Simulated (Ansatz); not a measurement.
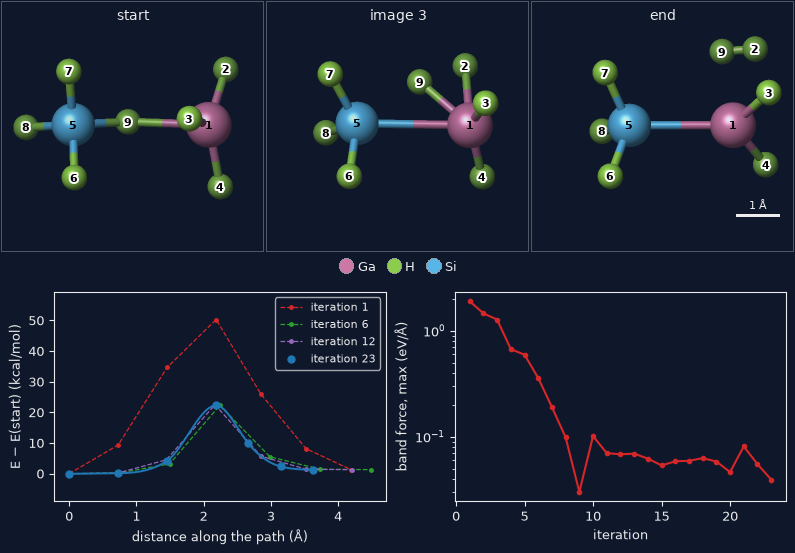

A search for the minimum-energy path of GaSiH7 by the nudged elastic band. Images are numbered from 0 (start) to 6 (end). The plot follows the band through its iterations. A ball-and-stick model, seen face on.

Theory: RKS PBE/def2-SVP in Ansatz 0.2.0. Set-up: 5 movable images; climbing image; force threshold 0.05 eV/Å; iteration limit 60; starting path through a guess of the saddle point.

**Did the band converge, and can the barrier be trusted?**

The result is final at these settings. The band converged in 23 iterations. The largest component of the band force went from 1.9 to 0.039 eV/Å. The climbing image converged on the top of the path. Its vibrational analysis gives one imaginary mode (1067i cm⁻¹), as a transition state must have. The first iteration put the highest image at 50.3 kcal/mol. The energy climbs by 22.3 kcal/mol to image 3 and then falls by 20.9 kcal/mol, so the end point sits at +1.3 kcal/mol.

The run took 73 s on 2 threads of Intel(R) Xeon(R) 6975P-C (Granite Rapids), with other jobs on the host, peak memory 0.16 GiB.
